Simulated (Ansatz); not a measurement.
The calculation's input:

```
crystal:
  periodic: [false, false, false]
  atoms:
    - {symbol: Cu, position_ang: [-0.004436, -0.002600, -0.002865]}
    - {symbol: N, position_ang: [2.036943, -0.008124, -0.013055]}
    - {symbol: H, position_ang: [2.465365, -0.945138, -0.049646]}
    - {symbol: H, position_ang: [2.443105, 0.441592, 0.821943]}
    - {symbol: H, position_ang: [2.437735, 0.503116, -0.814473]}
    - {symbol: N, position_ang: [-1.008531, 1.773599, -0.002717]}
    - {symbol: H, position_ang: [-1.585944, 1.907019, 0.841812]}
    - {symbol: H, position_ang: [-1.664920, 1.865633, -0.793245]}
    - {symbol: H, position_ang: [-0.407174, 2.609531, -0.052844]}
    - {symbol: N, position_ang: [-1.028854, -1.765784, 0.013236]}
    - {symbol: H, position_ang: [-2.054968, -1.668316, -0.009173]}
    - {symbol: H, position_ang: [-0.830367, -2.337249, 0.848971]}
    - {symbol: H, position_ang: [-0.797943, -2.373299, -0.787953]}
basis:
  gaussian: {orbitals: def2-TZVP, initial_orbitals: start.molden}
total_charge: 1
hamiltonian: {xc: pbe0, dispersion: d4}
scf: {omitted_lower_state_checks: [starts]}
output: {forces: true, orbitals: {seedname: orbitals}}
```

Launched as:

```sh
ansatz run in.yaml --threads 4 --pin off --events-out ev --progress --plain --max-ram 3916MiB
```

Geometry: PBE-D4/def2-SVP; not at a stationary point (largest force 0.9 eV/Å).

Computed with RKS PBE0-D4/def2-TZVP in Ansatz.

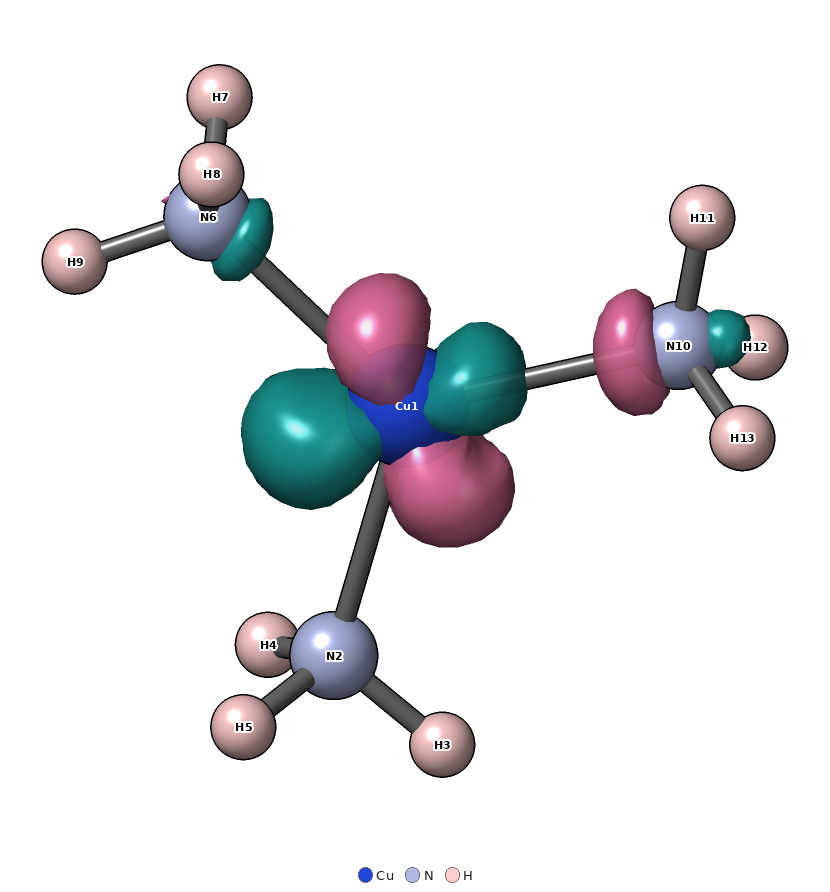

CuH9N3 (charge +1). The HOMO−1 at ±0.2 Å⁻³ᐟ² (teal and pink are the two phases), seen at a tilt.

Q: Describe this orbital and give its energy.

A: Its weight (Hirshfeld) is mainly on Cu1 (about 85 %). It is one of a degenerate set, so its orientation is arbitrary. Its energy is −10.19 eV.
